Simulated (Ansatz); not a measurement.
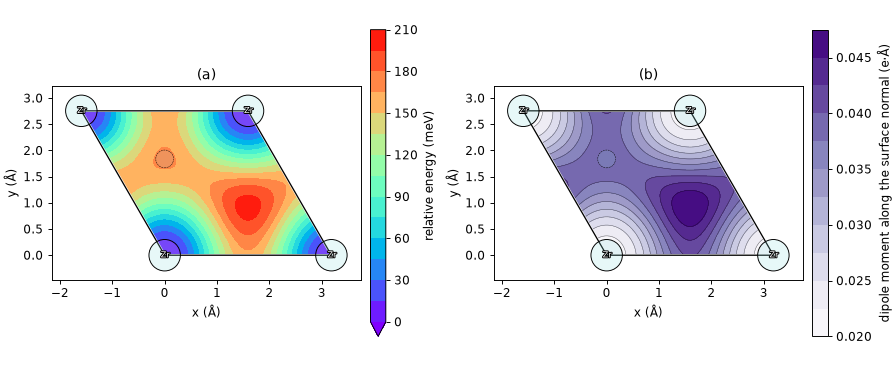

N₂ on a Zr(001) slab cut from the P6_3/mmc phase, its upper half relaxed before the scan (16 atoms of substrate and one adsorbate in a 2 × 2 cell). N2 is moved over the surface cell at a fixed height above a rigid substrate; the origin of the map has the adsorbate above Zr13; the height is held at 3.00 Å. Places are given modulo a cell vector. The map is drawn in real space over the plane of the surface. The scan uses a 6 × 6 grid; 10 points were computed and 26 follow by symmetry. Places are given in fractions of the 1 × 1 surface cell. All energies are given in meV relative to the lowest grid point. At a fixed height the lowest place need not be the adsorption site. All numbers below come from DFT PBE+D3(BJ), scalar-relativistic, plane waves, PAW (Ansatz). Settings: cutoff 420 eV, k-mesh 6×6×1, gaussian smearing 0.1 eV, no spin polarisation.

Panel (a) is the energy; panel (b) is the computed dipole moment along the surface normal, in e·Å.

Drawn: filled contours, labelled circles for the atoms of the top layer and small ones for the second layer, the outline of one cell of the plane. Between grid points the surface is interpolated.

How does the dipole moment along the surface normal vary over the map, and what is it at the lowest grid point?

It runs from 0.02 e·Å at the top site over a surface Zr atom, (0/6, 0/6) of the cell vectors to 0.05 e·Å at a threefold hollow, (4/6, 2/6) of the cell vectors. At the lowest grid point, the top site over a surface Zr atom, (0/6, 0/6) of the cell vectors, it is 0.02 e·Å.
